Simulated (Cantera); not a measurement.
A closed system holds: 1 mol MgO, 0.51 mol CH4, 0.66 mol CO, held at 1648.15 K.

Method: chemical equilibrium by Gibbs-energy minimisation in Cantera with the NASA 1993 tables (ideal gas, pure condensed phases). Candidate condensed phases: C, C6H6, C7H8, C8H18, H2O, Mg, MgCO3, MgO, Mg(OH)2; 116 gas species. The tables' values for MgH are old estimates; treat these amounts as uncertain. Equilibrium is a limit: real reactors are often held back by kinetics, nucleation or transport.

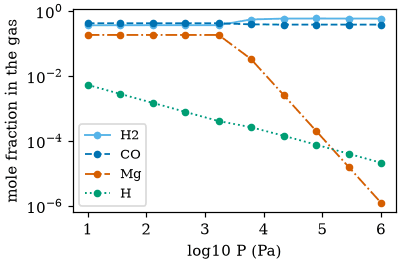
Figure. Equilibrium gas composition (values under 1e-9 drawn at 1e-9)

From 0.0750 Torr to 12.8 Torr the condensed part is MgO(s). From 45.0 Torr to 7500 Torr the condensed part is C(graphite) + MgO(s). The main Mg-bearing gas is Mg throughout.
